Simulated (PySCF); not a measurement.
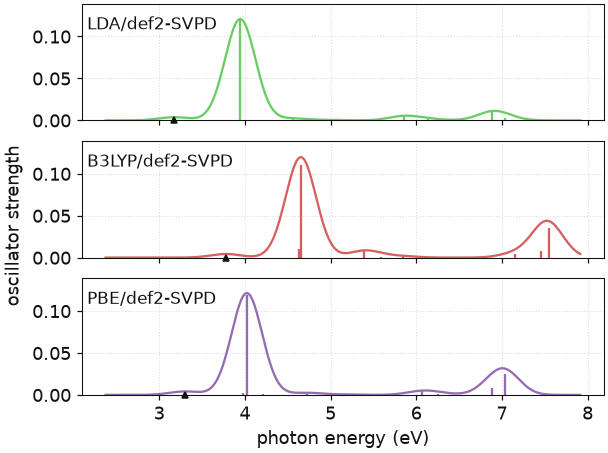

Vertical TDDFT spectra of C₃H₈BFSi, SMILES B[Si@H]1C[C@@H](F)C1 at one geometry and several levels (PySCF 2.14.0, at a PBE0-D3(BJ)/def2-SVP geometry (no frequency check)); sticks with Gaussians of 1/e half-width 0.25 eV, the triangle marks S1, which has the same leading orbital pair at all these levels. Only the lowest states were computed, so the high end is incomplete.

How far does S1 move with the level of theory?

From lowest to highest: LDA/def2-SVPD 3.17 eV, PBE/def2-SVPD 3.30 eV, B3LYP/def2-SVPD 3.77 eV; a spread of 0.60 eV.

Limits of at least one run: core orbitals are frozen in the response; one conformer of a flexible molecule; states above the negative HOMO energy depend on the basis.
